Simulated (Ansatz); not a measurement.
# One shape, several levels: triplet Si2H3OF

We compute a comparison of 3 runs (UPBE/def2-SVPD, UPBE0/def2-SVPD, UMP2/def2-SVPD) of triplet Si2H3OF. 

The results are computed with Ansatz 0.2.0.

57 further runs of the same task are left out: 57 set aside as unsound or not needed.

### Step 1. The structure to begin with

Si2H3OF: 7 atoms, total charge 0, spin state triplet. As SMILES of the parent species, `F[Si]O[SiH3]`. Geometry: relaxed at PBE0-D4/def2-TZVP. This is one conformer, not always the lowest. That shape belongs to the parent species and isn't relaxed for this state.

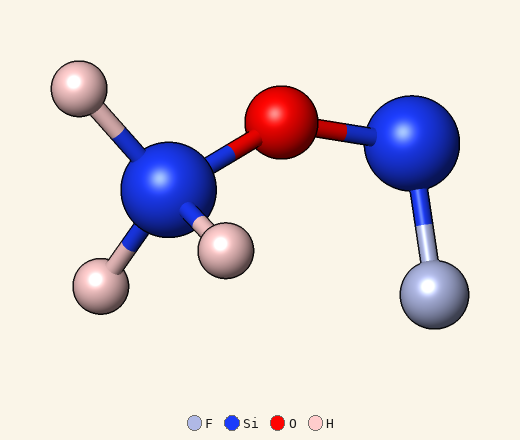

Viewed from a chosen angle; fluorine light blue, silicon blue, oxygen red, hydrogen pink.

### Step 2. The energy at UPBE/def2-SVPD (run 1)

Input file input.yaml:

```yaml
basis:
  gaussian:
    orbitals: def2-SVPD
crystal:
  periodic: [false, false, false]
  atoms:
    - symbol: F
      position_ang: [0.639300, -1.829500, 1.608700]
    - symbol: Si
      position_ang: [-0.428700, -2.165500, 0.441500]
    - symbol: O
      position_ang: [-0.538300, -0.736500, -0.334600]
    - symbol: Si
      position_ang: [-0.025600, 0.837100, -0.406700]
    - symbol: H
      position_ang: [-0.705100, 1.480700, -1.555500]
    - symbol: H
      position_ang: [-0.385700, 1.537800, 0.850000]
    - symbol: H
      position_ang: [1.444000, 0.875800, -0.603300]
magnetization:
  spin_polarized: true
  initial_magnetization: 2
hamiltonian:
  xc: {name: PBE}
accuracy: high
output:
  orbitals: {seedname: orbitals}
```

The run is started by

```bash
$ ansatz run input.yaml --threads 1 --pin off --max-ram 3480MiB --events-out events.jsonl --progress --plain --runs-dir runs
```

What it wrote:

```text
Warning: RAYON_NUM_THREADS=1 ignored (pool sized by the plan → 1); use --threads N
Functional definition: PBE
  name "PBE"
  parameter kappa = 0.804
  parameter beta = 0.06672455060314922
  exchange = pbe_x(kappa = kappa, mu = beta*pi^2/3)
  correlation = pbe_c(beta = beta)
2284 factors; integrals over basis functions are off by at most 3.8e-9 eV
mean field evaluation 1: about -20538.0583 eV, gradient 4.8e1 eV
mean field evaluation 2: about -20462.8147 eV, gradient 1.3e2 eV
mean field evaluation 4: about -20545.2496 eV, gradient 1.8e1 eV
mean field evaluation 8: about -20546.2762 eV, gradient 1.3e-1 eV
mean field evaluation 16: about -20546.2763 eV, gradient 3.1e-5 eV
mean field -20546.27634448 eV, -755.0617288933 hartree, gradient 7.3e-8 eV, S^2 2.001458; 0 other end points of the search recorded, 0 dependent functions left out
reference -20546.27634881 eV, -755.0617290526 hartree; 25, 23 occupied and 93, 95 virtual orbitals, 2284 factors
Total energy: -20546.27634881 eV, -755.0617290526 hartree
```

Wall time 14 s (1 thread of Arm Neoverse V2, shared host); peak memory 0.4 GiB.

### Step 3. A single-point energy at UPBE0/def2-SVPD (run 2)

Input file input.yaml:

```yaml
basis:
  gaussian:
    orbitals: def2-SVPD
crystal:
  periodic: [false, false, false]
  atoms:
    - {symbol: F, position_ang: [0.639300, -1.829500, 1.608700]}
    - {symbol: Si, position_ang: [-0.428700, -2.165500, 0.441500]}
    - {symbol: O, position_ang: [-0.538300, -0.736500, -0.334600]}
    - {symbol: Si, position_ang: [-0.025600, 0.837100, -0.406700]}
    - {symbol: H, position_ang: [-0.705100, 1.480700, -1.555500]}
    - {symbol: H, position_ang: [-0.385700, 1.537800, 0.850000]}
    - {symbol: H, position_ang: [1.444000, 0.875800, -0.603300]}
magnetization:
  spin_polarized: true
  initial_magnetization: 2
hamiltonian:
  xc: pbe0
accuracy: high
output: {orbitals: {seedname: orbitals}}
```

The run is started by

```bash
$ ansatz run input.yaml --threads 1 --pin off --max-ram 3480MiB --events-out events.jsonl --progress --plain --runs-dir runs
```

What it wrote:

```text
Warning: RAYON_NUM_THREADS=1 ignored (pool sized by the plan → 1); use --threads N
Functional definition: PBE0
  name "PBE0"
  parameter a = 0.25
  parameter kappa = 0.804
  parameter beta = 0.06672455060314922
  exchange = (1 - a)*pbe_x(kappa = kappa, mu = beta*pi^2/3) + a*exact_x
  correlation = pbe_c(beta = beta)
2284 factors; integrals over basis functions are off by at most 3.8e-9 eV
mean field evaluation 1: about -20541.9163 eV, gradient 4.1e1 eV
mean field evaluation 2: about -20514.6028 eV, gradient 8.6e1 eV
mean field evaluation 4: about -20547.5421 eV, gradient 7.2e0 eV
mean field evaluation 8: about -20547.8392 eV, gradient 1.7e-1 eV
mean field evaluation 16: about -20547.8394 eV, gradient 5.4e-5 eV
mean field -20547.83940137 eV, -755.1191701747 hartree, gradient 2.8e-8 eV, S^2 2.001447; 0 other end points of the search recorded, 0 dependent functions left out
reference -20547.83940469 eV, -755.1191702964 hartree; 25, 23 occupied and 93, 95 virtual orbitals, 2284 factors
Total energy: -20547.83940469 eV, -755.1191702964 hartree
```

Wall time 19 s (1 thread of Arm Neoverse V2, shared host); peak memory 0.58 GiB.

### Step 4. The energy at UMP2/def2-SVPD (run 3)

Input file in.yaml:

```yaml
crystal:
  periodic: [false, false, false]
  atoms:
    - symbol: F
      position_ang: [0.639300, -1.829500, 1.608700]
    - symbol: Si
      position_ang: [-0.428700, -2.165500, 0.441500]
    - symbol: O
      position_ang: [-0.538300, -0.736500, -0.334600]
    - symbol: Si
      position_ang: [-0.025600, 0.837100, -0.406700]
    - symbol: H
      position_ang: [-0.705100, 1.480700, -1.555500]
    - symbol: H
      position_ang: [-0.385700, 1.537800, 0.850000]
    - symbol: H
      position_ang: [1.444000, 0.875800, -0.603300]
basis:
  gaussian:
    orbitals: def2-SVPD
magnetization:
  spin_polarized: true
  initial_magnetization: 2
correlation:
  method: mp2
  frozen_orbitals: {F: 1, H: 0, O: 1, Si: 5}
accuracy: high
```

The run is started by

```bash
$ ansatz run in.yaml --threads 1 --pin off --max-ram 3480MiB --events-out events.jsonl --progress --plain --runs-dir runs
```

What it wrote:

```text
Warning: RAYON_NUM_THREADS=1 ignored (pool sized by the plan → 1); use --threads N
Functional definition: HF
  name "HF"
  exchange = exact_x
  correlation = 0
2284 factors; integrals over basis functions are off by at most 3.8e-9 eV
mean field evaluation 1: about -20503.5368 eV, gradient 2.8e1 eV
mean field evaluation 2: about -20503.5499 eV, gradient 2.8e1 eV
mean field evaluation 4: about -20507.3904 eV, gradient 3.1e0 eV
mean field evaluation 8: about -20507.5181 eV, gradient 2.7e-1 eV
mean field -20507.51930752 eV, -753.6374340555 hartree, gradient 5.8e-8 eV, S^2 2.002452; 0 other end points of the search recorded, 0 dependent functions left out
12 core orbitals not correlated: weight in the atoms' cores, before any rotation towards them, 1.000 or more for the frozen orbitals, at most 0.000 for the correlated occupied ones
reference -20507.51930752 eV, -753.6374340555 hartree; 13, 11 occupied and 93, 95 virtual orbitals, 2284 factors
second order -14.86372156 eV of doubles, -0.00000000 eV of singles
Total energy: -20522.38302908 eV, -754.1836657477 hartree
```

Run time: 7.2 s. Hardware: 1 thread of Arm Neoverse V2, shared host; peak memory 0.46 GiB.

### Step 5. All runs side by side

```csv
run,level,frozen core orbitals,energy (Eh),HOMO energy (eV),⟨S²⟩,wall time
1,UPBE/def2-SVPD,–,-755.061729,-3.66,2.001,14 s
2,UPBE0/def2-SVPD,–,-755.119170,-4.81,2.001,19 s
3,UMP2/def2-SVPD,12,-754.183666,–,2.002,7.2 s
```

### Step 6. What came out

```
                                           quantity          value
                                run 3: total energy  -754.18367 Eh
run 3: correlation energy (12 core orbitals frozen)     -546.2 mEh
           run 3: ⟨S²⟩ of the reference determinant          2.002
```

In words: Totals of different functionals can't be ranked against each other. All runs together took 40 s, the longest 19 s.
